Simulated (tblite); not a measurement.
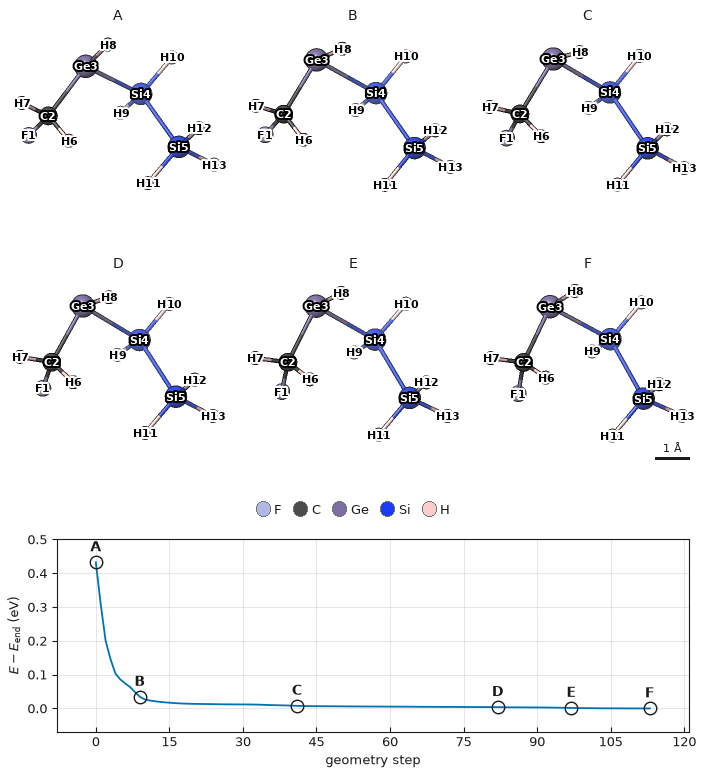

Frames of a relaxation of CH8FGeSi2 (multiplicity 2), marked on the history of the run. The picture is a ball-and-stick view, seen at a tilt.

Theory: GFN2-xTB geometry optimisation, gas phase in tblite 0.8.0. 

> What happens along the run?

F1 moves most after the best rigid fit: 0.69 Å. Largest moves by element: F 0.69 Å, H 0.49 Å, Ge 0.33 Å, Si 0.19 Å, C 0.19 Å. Near-neighbour distances that change, for instance: Ge3–Si4 2.308 → 2.423 Å, Si4–Si5 2.221 → 2.332 Å, C2–Ge3 1.952 → 2.042 Å, Ge3–H8 1.559 → 1.592 Å. Bond angles that change, for instance: C2–Ge3–H8 108.7° → 94.4°, C2–Ge3–Si4 108.7° → 100.7°, Si4–Ge3–H8 108.8° → 102.1°. The energy falls by 0.432 eV in 113 geometry steps. The run took 0.75 s on 1 thread of Arm Neoverse V1, with other jobs on the host. From step 0 to 9: Ge3 moves most (0.24 Å), energy −0.398 eV. From step 9 to 41: F1 moves most (0.22 Å), energy −0.027 eV. From step 41 to 82: F1 moves most (0.20 Å), energy −0.004 eV. From step 82 to 97: F and H atoms move most (0.18 Å), energy −0.002 eV. From step 97 to 113: F1 moves most (0.11 Å), energy −0.002 eV.

```
step  E − E(0), eV
   0        0.0000
   1       -0.1244
   2       -0.2324
   3       -0.2867
   4       -0.3293
   5       -0.3465
   6       -0.3585
   7       -0.3693
   8       -0.3841
   9       -0.3980
  10       -0.4057
  15       -0.4153
  21       -0.4190
  26       -0.4201
  32       -0.4207
  37       -0.4228
  43       -0.4253
  48       -0.4258
  53       -0.4264
  59       -0.4268
  64       -0.4271
  70       -0.4276
  75       -0.4280
  80       -0.4283
  86       -0.4291
  91       -0.4295
  97       -0.4307
 102       -0.4318
 108       -0.4322
 113       -0.4323
```
